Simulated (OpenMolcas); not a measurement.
# One shape, several levels: CH5BOSi (SMILES B[SiH2]C=O)

Wanted: a comparison of 6 runs (B3LYP/6-31G*, B3LYP/def2-SVP, BLYP/def2-SVP, M06-2X/def2-SVP, MP2/def2-SVP) of CH5BOSi. 

The results are computed with OpenMolcas 26.06.

1 further run of the same task is left out (set aside as unsound or not needed).

### 1 The system as given

CH5BOSi: 9 atoms, total charge 0, spin state singlet. SMILES: `B[SiH2]C=O`. Geometry: relaxed at PBE0-D4/def2-TZVP. This is one conformer, not always the lowest.

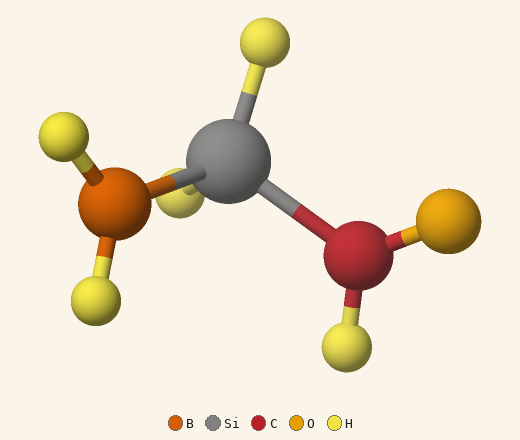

Viewed from a chosen angle; boron orange, silicon grey, carbon red, oxygen amber, hydrogen yellow.

### 2 Energy and forces at B3LYP/6-31G(d) (spherical functions) (run 1)

Contents of test.inp:

```
&GATEWAY
 BasLib=$CurrDir
 BasisSet
 B.6-31Gs....
 B1 -0.950100 0.850000 -1.073100 angstrom
 End of Basis
 BasisSet
 Si.6-31Gs....
 Si2 0.610800 -0.206000 -0.386500 angstrom
 End of Basis
 BasisSet
 C.6-31Gs....
 C3 0.330600 -0.553700 1.494500 angstrom
 End of Basis
 BasisSet
 O.6-31Gs....
 O4 1.022800 -0.098400 2.365800 angstrom
 End of Basis
 BasisSet
 H.6-31Gs....
 H5 -2.057600 0.518200 -0.767000 angstrom
 H6 -0.828800 1.799400 -1.786900 angstrom
 H7 1.958100 0.387600 -0.570700 angstrom
 H8 0.542000 -1.540900 -1.055900 angstrom
 H9 -0.539200 -1.202400 1.762900 angstrom
 End of Basis

&SEWARD
 GridInput
 Grid=UltraFine
 End of Grid

&SCF
 KSDFT=B3LYP
 Thresholds=1e-10 1e-07 1e-07 1e-05
 PrOrbitals=1 2

&ALASKA
```

The basis set 6-31G* is read from a file made from the Basis Set Exchange's data (not shown).

On the command line:

```sh
export MOLCAS_MEM=1860
pymolcas test.inp > test.log
```

Log:

```text
--- Start Module: gateway ---
[...]
--- Stop Module: gateway /rc=_RC_ALL_IS_WELL_ ---
[...]
      Basis functions           70
[...]
--- Start Module: scf ---
[...]
       Convergence after  16 Iterations
[...]
::    Total KS-DFT energy                            -430.6095595226
[...]
      Total spin, S                                     0.0000000000
[...]
      Total electronic charge=   38.000000
      Total            charge=   -0.000000
[...]
      Dipole Moment (debye):
      Origin of the operator (angstrom)=    0.3613   -0.0647    0.4264
                   X= -1.3094E+00               Y= -4.3701E-01               Z= -1.7205E+00           Total=  2.2058E+00
      Quadrupole Moment (debye*angstrom):
[...]
--- Stop Module: scf /rc=_RC_ALL_IS_WELL_ ---
[...]
--- Start Module: alaska ---
[...]
 *              Molecular gradients               *
 **************************************************
  Irreducible representation: a
 ------------------------------------------------------------------------------------------
                              X                       Y                       Z
 ------------------------------------------------------------------------------------------
  B1                1.38362247301860E-03   -1.56102426794602E-03    1.42353162993469E-03
  SI2              -4.71619353384689E-04    7.72361088148155E-04    1.59896598117282E-03
  C3                9.42099292123988E-03    7.00918911508186E-03    1.13506301956998E-02
  O4               -1.16946704365208E-02   -7.83718811172296E-03   -1.49834007302587E-02
  H5                1.98006340469181E-04   -3.03180540860648E-04    3.13996423332574E-04
  H6                5.17920339363619E-04   -2.40866720730537E-04   -8.06613297414938E-05
  H7               -4.93287215747262E-04    1.68827977198527E-04    2.35357726471541E-04
  H8               -6.64484817524236E-04    5.27169701519892E-04    3.12893775380463E-04
[...]
--- Stop Module: alaska /rc=_RC_ALL_IS_WELL_ ---
[...]
```

It took 33 s on 1 thread of Arm Neoverse V1, shared host; peak memory 0.41 GiB.

### 3 Energy and forces at B3LYP/6-31G(d) (Cartesian functions) (run 2)

Contents of run.input:

```
>>> EXPORT MOLCAS_PRINT=2

&GATEWAY
 BASLIB = $CurrDir
 BASISSET
 B.6-31Gs....
 B1 -0.950100 0.850000 -1.073100 angstrom
 End of Basis
 BASISSET
 Si.6-31Gs....
 Si2 0.610800 -0.206000 -0.386500 angstrom
 End of Basis
 BASISSET
 C.6-31Gs....
 C3 0.330600 -0.553700 1.494500 angstrom
 End of Basis
 BASISSET
 O.6-31Gs....
 O4 1.022800 -0.098400 2.365800 angstrom
 End of Basis
 BASISSET
 H.6-31Gs....
 H5 -2.057600 0.518200 -0.767000 angstrom
 H6 -0.828800 1.799400 -1.786900 angstrom
 H7 1.958100 0.387600 -0.570700 angstrom
 H8 0.542000 -1.540900 -1.055900 angstrom
 H9 -0.539200 -1.202400 1.762900 angstrom
 End of Basis

&SEWARD
 GRIDINPUT
 Grid=UltraFine
 End of Grid

&SCF
 KSDFT = B3LYP
 THRESHOLDS = 1e-10 1e-07 1e-07 1e-05
 PRORBITALS = 1 1

&ALASKA
```

The basis set 6-31G* is read from a file made from the Basis Set Exchange's data (not shown).

On the command line:

```sh
export MOLCAS_MEM=1860
pymolcas run.input > run.log
```

Log:

```text
--- Start Module: gateway ---
[...]
--- Stop Module: gateway /rc=_RC_ALL_IS_WELL_ ---
[...]
      Basis functions           74
[...]
--- Start Module: scf ---
[...]
       Convergence after  16 Iterations
[...]
::    Total KS-DFT energy                            -430.6140802141
[...]
      Total spin, S                                     0.0000000000
[...]
      Total electronic charge=   38.000000
      Total            charge=   -0.000000
[...]
      Dipole Moment (debye):
      Origin of the operator (angstrom)=    0.3613   -0.0647    0.4264
                   X= -1.3161E+00               Y= -4.3909E-01               Z= -1.7278E+00           Total=  2.2159E+00
      Quadrupole Moment (debye*angstrom):
[...]
--- Stop Module: scf /rc=_RC_ALL_IS_WELL_ ---
[...]
--- Start Module: alaska ---
[...]
 *              Molecular gradients               *
 **************************************************
  Irreducible representation: a
 ------------------------------------------------------------------------------------------
                              X                       Y                       Z
 ------------------------------------------------------------------------------------------
  B1                1.38383489958205E-03   -1.56008709815092E-03    1.39231265153494E-03
  SI2              -3.94886366585467E-04    7.71146963993830E-04    1.65818298481213E-03
  C3                9.35948922492713E-03    6.94628387369178E-03    1.12175593167372E-02
  O4               -1.16309727371782E-02   -7.78024323464610E-03   -1.49208257934887E-02
  H5                1.44117720741299E-04   -3.12609469836245E-04    3.26373976873573E-04
  H6                5.09406385171924E-04   -1.92660518171905E-04   -1.02785053146537E-04
  H7               -4.65386228245990E-04    1.78961059667193E-04    2.32555174309312E-04
  H8               -6.78453104630369E-04    5.08706924915003E-04    3.00575914921275E-04
[...]
--- Stop Module: alaska /rc=_RC_ALL_IS_WELL_ ---
[...]
```

Run time: 35 s. Hardware: 1 thread of Arm Neoverse V1, shared host; peak memory 0.43 GiB.

Runs 3 to 5 aren't shown in full; the table further down has their settings and results.

### 4 The energy at MP2/def2-SVP (run 6)

Contents of mol.inp:

```
>>> EXPORT MOLCAS_PRINT=2
&GATEWAY
BasLib=$CurrDir
Coord
9
angstrom
B       -0.950100       0.850000      -1.073100
Si       0.610800      -0.206000      -0.386500
C        0.330600      -0.553700       1.494500
O        1.022800      -0.098400       2.365800
H       -2.057600       0.518200      -0.767000
H       -0.828800       1.799400      -1.786900
H        1.958100       0.387600      -0.570700
H        0.542000      -1.540900      -1.055900
H       -0.539200      -1.202400       1.762900
Basis=def2-SVP
Group=NoSym
&SEWARD
&SCF
Thresholds=1e-10 1e-07 1e-07 1e-05
PrOrbitals=1 1
&MBPT2
Frozen=8
```

The basis set def2-SVP is read from a file made from the Basis Set Exchange's data (not shown).

On the command line:

```sh
export MOLCAS_MEM=1860
pymolcas mol.inp > mol.log
```

Log:

```text
--- Start Module: gateway ---
[...]
--- Stop Module: gateway /rc=_RC_ALL_IS_WELL_ ---
[...]
      Basis functions           85
[...]
--- Start Module: scf ---
[...]
       Convergence after  18 Iterations
[...]
::    Total SCF energy                               -428.9924111456
[...]
      Total spin, S                                     0.0000000000
[...]
      Total electronic charge=   38.000000
      Total            charge=   -0.000000
[...]
      Dipole Moment (debye):
      Origin of the operator (angstrom)=    0.3613   -0.0647    0.4264
                   X= -1.6657E+00               Y= -3.8079E-01               Z= -2.3746E+00           Total=  2.9255E+00
      Quadrupole Moment (debye*angstrom):
[...]
--- Stop Module: scf /rc=_RC_ALL_IS_WELL_ ---
[...]
--- Start Module: mbpt2 ---
[...]
WARNING!
Default frozen orbitals as non valence orbitals is overwritten by user input.
Default values:   5
[...]
       Reference weight ( Cref**2 )         =        0.85226
::    Total MBPT2 energy                             -429.4784665627
[...]
      Total MBPT2 calculations                           0.23      0.25
--- Stop Module: mbpt2 /rc=_RC_ALL_IS_WELL_ ---
[...]
```

Wall time 7.5 s (1 thread of Arm Neoverse V1, shared host); peak memory 0.47 GiB.

### 5 All runs side by side

```csv
run,level,Cartesian functions,task,energy (Eh),dipole moment (D) of the reference,HOMO energy (eV),LUMO energy (eV),wall time
1,B3LYP/6-31G* (spherical functions),no,gradient,-430.609560,2.21,-6.52,-2.69,33 s
2,B3LYP/6-31G* (Cartesian functions),yes,gradient,-430.614080,2.22,-6.53,-2.69,35 s
3,B3LYP/def2-SVP,no,gradient,-430.432998,2.15,-6.64,-2.91,38 s
4,BLYP/def2-SVP,no,gradient,-430.351835,1.74,-5.38,-3.44,42 s
5,M06-2X/def2-SVP,no,gradient,-430.319262,2.40,-8.25,-1.80,53 s
6,MP2/def2-SVP,no,energy,-429.478467,2.93,-10.53,0.83,7.5 s
```

### 6 Results

| quantity | value |
| --- | --- |
| run 6: total energy | -429.47847 Eh |
| run 6: dipole moment (mean-field density) | 2.93 D |
| run 6: HOMO energy (Hartree–Fock orbitals) | -10.53 eV |
| run 6: LUMO energy (Hartree–Fock orbitals) | 0.83 eV |
| run 6: HOMO–LUMO gap (Hartree–Fock orbitals) | 11.36 eV |
| run 6: correlation energy (8 core orbitals frozen) | -486.1 mEh |

What this shows: Over runs 1, 2, 3, 4, 5 the dipole moment (its size) runs from 1.74 D (BLYP/def2-SVP) to 2.40 D (M06-2X/def2-SVP). Over runs 1, 2, 3, 4, 5 the HOMO–LUMO gap runs from 1.94 eV (BLYP/def2-SVP) to 6.46 eV (M06-2X/def2-SVP). Totals of different functionals can't be ranked against each other. All runs together took 3.5 min, the longest 53 s.
